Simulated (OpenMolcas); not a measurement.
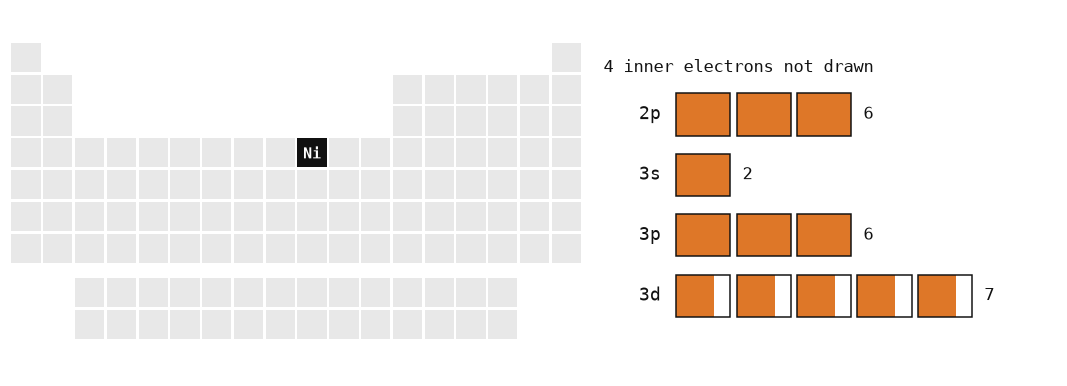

Fig. 1: Left, the place of nickel in the periodic table; right, the outer shells of the leading configuration of the lowest level: a box for each of the 2l + 1 orbitals, shaded by the share of the shell that is filled, with the electron count at the right.

Ni³⁺ complex: multiconfigurational calculation (part 1 of 2)

Ni³⁺ with 6 ligands (OH; octahedron, 2.03 Å), neutralised by 6 outer point charges of +0.5 e, whose field is part of the energies. Computed at this level: state-averaged CASSCF, active space 7 electrons in the shell 3d, basis ANO-RCC-VDZP on the metal and ANO-RCC-VDZP on the ligands, DKH2 scalar Hamiltonian, spin-orbit coupling by RASSI with atomic mean-field integrals (OpenMolcas).

### Input file
```
&GATEWAY
Coord
13

Ni 0.0 0.0 0.0
O 2.030000 0.000000 0.000000
H 2.439940 0.879119 0.000000
O 0.000000 2.030000 0.000000
H 0.000000 2.439940 0.879119
O -2.030000 0.000000 0.000000
H -2.439940 -0.879119 0.000000
O 0.000000 -2.030000 0.000000
H 0.000000 -2.439940 -0.879119
O 0.000000 0.000000 2.030000
H 0.879119 0.000000 2.439940
O 0.000000 0.000000 -2.030000
H -0.879119 0.000000 -2.439940
Basis=Ni.ANO-RCC-VDZP,H.ANO-RCC-VDZP,O.ANO-RCC-VDZP
Group=XYZ
NoMove
AngMom=0.0 0.0 0.0
AMFI
RICD
XField
3 Angstrom 0
5.030000 0.000000 0.000000 0.500000
0.000000 5.030000 0.000000 0.500000
0.000000 0.000000 5.030000 0.500000
&SEWARD
&RASSCF
FileOrb=start.orb
Symmetry=1
Spin=4
nActEl=7 0 0
Inactive=18 21
Ras2=5 0
CIRoot=10 10 1
SDav=10
CIMx=300
Iter=150 100
PrWF=0.3
OrbListing=Nothing
MaxOrb=0
LevShft=1.0
>>> COPY $Project.JobIph JOB001
&RASSCF
FileOrb=start.orb
Symmetry=1
Spin=2
nActEl=7 0 0
Inactive=18 21
Ras2=5 0
CIRoot=40 40 1
SDav=40
CIMx=300
Iter=150 100
PrWF=0.3
OrbListing=Nothing
MaxOrb=0
LevShft=1.0
>>> COPY $Project.JobIph JOB002
&RASSI
NrOfJobIphs=2 10 40
1 2 3 4 5 6 7 8 9 10
1 2 3 4 5 6 7 8 9 10 11 12 13 14 15 16 17 18 19 20 21 22 23 24 25 26 27
28 29 30 31 32 33 34 35 36 37 38 39 40
IphNames
JOB001
JOB002
EJob
SpinOrbit
DIPRint=1.0
SOCoupling=1000.0
Subsets=2
Property=9
'ANGMOM' 1 'ANGMOM' 2 'ANGMOM' 3 'MLTPL  1' 1 'MLTPL  1' 2 'MLTPL  1' 3
'AMFI' 1 'AMFI' 2 'AMFI' 3
SOProperty=3
'ANGMOM' 1 'ANGMOM' 2 'ANGMOM' 3
```

The file start.orb holds starting orbitals from an earlier step. A driver script formed the levels outside the program, from RASSI's spin-orbit matrix and the active-space energies, averaged over the components of each term or state.

Hardware: 1 thread of Arm Neoverse V2, 24 GiB of memory available, shared host.

Launched with:
```bash
OMP_NUM_THREADS=1 MOLCAS_MEM=2457 MOLCAS_PROJECT=a pymolcas a.inp > a.log  # once for each step of the input, in one work folder
```

### Log (extracts)
```
--- SEWARD ---
Basis set label: NI.ANO-RCC...5S4P2D1F.

      Electronic valence basis set:
      ------------------
      Associated Effective Charge  28.000000 au
      Associated Actual Charge     28.000000 au
      Nuclear Model: Point charge

      Shell  nPrim  nBasis  Cartesian Spherical Contaminant
         s      21       5        X
         p      15       4        X
         d      10       2                 X
         f       6       1                 X
                  Relativistic Douglas-Kroll-Hess integrals:
                    - DKH order of Hamiltonian: 2
                    - DKH order of Properties : 0
                  Atomic mean-field integrals
--- RASSCF ---
Wave function specifications:
      -----------------------------

      Number of closed shell electrons          78
      Number of electrons in active shells       7
      Max number of holes in RAS1 space          0
      Max nr of electrons in RAS3 space          0
      Number of inactive orbitals               39
      Number of active orbitals                  5
      Number of secondary orbitals             104
      Spin quantum number                      1.5
      State symmetry                             1
Orbital specifications:
      -----------------------

      Symmetry species                           1   2
                                                ag  au
      Frozen orbitals                            0   0
      Inactive orbitals                         18  21
      Active orbitals                            5   0
      RAS1 orbitals                              0   0
      RAS2 orbitals                              5   0
      RAS3 orbitals                              0   0
      Secondary orbitals                        49  55
      Deleted orbitals                           0   0
      Number of basis functions                 72  76
      Number of CSFs                            10
      Number of root(s) required                10
      Iter CI   SX   CI       RASSCF       Energy    max ROT     max BLB   max BLB  Level Ln srch  Step   QN
          iter iter root      energy       change     param      element    value   shift minimum  type update
 Nr of preliminary CI iterations:   1
      Total energies have been shifted. Add                -1000.00 au
        1   1   10    0  -972.25708026    0.00E+00  -8.60E-02   23  29 1  5.34E-01*  1.63   0.00    SX    NO
        2   1   11    0  -972.61932434   -3.62E-01* -4.15E-02    5  33 2  1.82E-01*  1.23   0.00    SX    NO
        3   1   11    0  -972.67340663   -5.41E-02* -3.01E-02   10  34 1  4.00E-02*  1.20   0.00    SX    NO
        4   1   10    0  -972.68726317   -1.39E-02* -1.77E-02    6  34 2  1.97E-02*  1.16   0.00    SX    NO
        5   1   10    0  -972.69185948   -4.60E-03* -2.25E-02   10  34 1  9.49E-03*  1.15   2.45    LS   YES
        6   1   10    0  -972.69431327   -2.45E-03* -8.92E-03    6  34 2 -1.98E-02*  1.13   1.14    QN   YES
        7   1   10    0  -972.69492527   -6.12E-04* -6.41E-03   17  32 1 -4.79E-03*  1.12   1.53    QN   YES
        8   1    9    0  -972.69526486   -3.40E-04* -1.88E-03    5  33 2  2.63E-03*  1.12   1.34    QN   YES
        9   1    9    0  -972.69534969   -8.48E-05*  1.47E-03    6  34 2  2.75E-03*  1.12   1.58    QN   YES
       10   1    8    0  -972.69538865   -3.90E-05*  8.20E-04   13  24 1 -1.12E-03*  1.12   1.48    QN   YES
       11   1    8    0  -972.69540316   -1.45E-05*  7.08E-04   13  24 1 -8.89E-04*  1.12   1.49    QN   YES
       12   1    8    0  -972.69540847   -5.31E-06*  3.99E-04    6  34 2 -5.63E-04*  1.12   1.44    QN   YES
       13   1    7    0  -972.69541010   -1.63E-06* -1.59E-04    6  34 2 -2.49E-04*  1.12   1.40    QN   YES
       14   1    7    0  -972.69541052   -4.25E-07* -6.57E-05   13  30 1 -1.06E-04*  1.12   1.37    QN   YES
       15   1    6    0  -972.69541063   -1.06E-07* -4.52E-05   13  30 1 -6.98E-05   1.12   1.44    QN   YES
       16   1    6    0  -972.69541066   -3.55E-08*  3.11E-05    6  34 2  3.76E-05   1.12   1.48    QN   YES
       17   1    6    0  -972.69541067   -1.30E-08* -1.74E-05   16  30 1  2.13E-05   1.12   1.46    QN   YES
       18   1    5    0  -972.69541068   -4.13E-09  -1.03E-05   16  30 1  1.29E-05   1.12   1.43    QN   YES
      Convergence after 18 iterations
       19   1    5    0  -972.69541068   -1.28E-09  -1.03E-05   16  30 1  7.61E-06   1.12   1.43    QN   YES
      Natural orbitals and occupation numbers for root  1
      sym 1:   1.977551   1.022449   1.977551   1.022449   1.000000
      Natural orbitals and occupation numbers for root  2
      sym 1:   1.977551   1.022449   1.022449   1.977551   1.000000
      Natural orbitals and occupation numbers for root  3
      sym 1:   1.000000   1.996830   1.003170   1.996830   1.003170
::    RASSCF root number  1 Total energy:  -1972.74980611
::    RASSCF root number  2 Total energy:  -1972.74980611
::    RASSCF root number  3 Total energy:  -1972.74833875
::    RASSCF root number  4 Total energy:  -1972.71366424
::    RASSCF root number  5 Total energy:  -1972.71315199
::    RASSCF root number  6 Total energy:  -1972.71315199
::    RASSCF root number  7 Total energy:  -1972.66966673
::    RASSCF root number  8 Total energy:  -1972.63366783
::    RASSCF root number  9 Total energy:  -1972.63142652
::    RASSCF root number 10 Total energy:  -1972.63142652
--- RASSCF ---
Wave function specifications:
      -----------------------------

      Number of closed shell electrons          78
      Number of electrons in active shells       7
      Max number of holes in RAS1 space          0
      Max nr of electrons in RAS3 space          0
      Number of inactive orbitals               39
      Number of active orbitals                  5
      Number of secondary orbitals             104
      Spin quantum number                      0.5
      State symmetry                             1
Orbital specifications:
      -----------------------

      Symmetry species                           1   2
                                                ag  au
      Frozen orbitals                            0   0
      Inactive orbitals                         18  21
      Active orbitals                            5   0
      RAS1 orbitals                              0   0
      RAS2 orbitals                              5   0
      RAS3 orbitals                              0   0
      Secondary orbitals                        49  55
      Deleted orbitals                           0   0
      Number of basis functions                 72  76
      Number of CSFs                            40
      Number of root(s) required                40
      Iter CI   SX   CI       RASSCF       Energy    max ROT     max BLB   max BLB  Level Ln srch  Step   QN
          iter iter root      energy       change     param      element    value   shift minimum  type update
 Nr of preliminary CI iterations:   1
      Total energies have been shifted. Add                -1000.00 au
        1   1    9    0  -972.56835814    0.00E+00  -1.26E-02   22  28 1 -1.63E-02*  1.12   0.00    SX    NO
        2   1    9    0  -972.56980008   -1.44E-03*  9.98E-03   15  23 1 -6.49E-03*  1.11   0.00    SX    NO
        3   1    9    0  -972.57045377   -6.54E-04* -6.58E-03   22  28 1 -5.25E-03*  1.10   0.00    SX    NO
        4   1    9    0  -972.57077605   -3.22E-04* -4.91E-03   15  23 1 -3.20E-03*  1.10   0.00    SX    NO
        5   1    9    0  -972.57094067   -1.65E-04* -7.12E-03   15  23 1 -2.23E-03*  1.10   2.50    LS   YES
        6   1    9    0  -972.57108277   -1.42E-04* -5.11E-03   22  28 1 -1.57E-03*  1.09   1.74    LS   YES
        7   1    9    0  -972.57111392   -3.12E-05*  6.20E-04    7  32 2  2.21E-03*  1.09   1.02    QN   YES
        8   1    9    0  -972.57112232   -8.40E-06* -4.44E-04   22  28 1  9.08E-04*  1.09   0.93    QN   YES
        9   1    8    0  -972.57112532   -3.00E-06* -4.87E-04   22  28 1  3.80E-04*  1.09   2.10    LS   YES
       10   1    8    0  -972.57112645   -1.13E-06* -1.46E-04   23  29 1 -2.26E-04*  1.09   1.00    QN   YES
       11   1    7    0  -972.57112673   -2.81E-07* -1.21E-04   10  30 1 -9.72E-05   1.09   1.83    LS   YES
       12   1    7    0  -972.57112680   -7.25E-08* -8.39E-05    7  32 2 -1.60E-04*  1.09   1.00    QN   YES
       13   1    7    0  -972.57112689   -8.68E-08* -8.38E-05   13  30 1  6.38E-05   1.09   2.00    LS   YES
       14   1    7    0  -972.57112692   -2.87E-08*  2.39E-05    7  32 2  4.22E-05   1.09   0.99    QN   YES
       15   1    6    0  -972.57112693   -1.31E-08*  3.26E-05   13  30 1  2.23E-05   1.09   2.35    QN   YES
       16   1    6    0  -972.57112694   -8.94E-09   4.81E-06    7  22 2  8.31E-06   1.09   1.11    QN   YES
      Convergence after 16 iterations
       17   1    6    0  -972.57112694   -9.73E-10   4.81E-06    7  22 2  6.10E-06   1.09   1.11    QN   YES
      Natural orbitals and occupation numbers for root  1
      sym 1:   1.973960   1.959933   1.009697   1.939497   0.116913
      Natural orbitals and occupation numbers for root  2
      sym 1:   1.941633   1.955628   0.116911   1.976128   1.009701
      Natural orbitals and occupation numbers for root  3
      sym 1:   1.734106   1.047390   1.585557   1.585557   1.047390
::    RASSCF root number  1 Total energy:  -1972.68734589
::    RASSCF root number  2 Total energy:  -1972.68734589
::    RASSCF root number  3 Total energy:  -1972.65856850
::    RASSCF root number  4 Total energy:  -1972.65798573
::    RASSCF root number  5 Total energy:  -1972.65798573
::    RASSCF root number  6 Total energy:  -1972.65502269
::    RASSCF root number  7 Total energy:  -1972.65502269
::    RASSCF root number  8 Total energy:  -1972.65442349
::    RASSCF root number  9 Total energy:  -1972.63116871
::    RASSCF root number 10 Total energy:  -1972.63116871
::    RASSCF root number 11 Total energy:  -1972.63111529
::    RASSCF root number 12 Total energy:  -1972.62161414
::    RASSCF root number 13 Total energy:  -1972.61467887
::    RASSCF root number 14 Total energy:  -1972.61467887
::    RASSCF root number 15 Total energy:  -1972.61305935
::    RASSCF root number 16 Total energy:  -1972.60178443
::    RASSCF root number 17 Total energy:  -1972.60098134
::    RASSCF root number 18 Total energy:  -1972.60098134
::    RASSCF root number 19 Total energy:  -1972.58920657
::    RASSCF root number 20 Total energy:  -1972.58920657
::    RASSCF root number 21 Total energy:  -1972.57365708
::    RASSCF root number 22 Total energy:  -1972.57365708
::    RASSCF root number 23 Total energy:  -1972.57285502
::    RASSCF root number 24 Total energy:  -1972.57113175
::    RASSCF root number 25 Total energy:  -1972.56838528
::    RASSCF root number 26 Total energy:  -1972.56838528
::    RASSCF root number 27 Total energy:  -1972.56302675
::    RASSCF root number 28 Total energy:  -1972.56302675
::    RASSCF root number 29 Total energy:  -1972.52920160
::    RASSCF root number 30 Total energy:  -1972.52920160
```

(Continued in part 2.) Outcome of the run: converged.
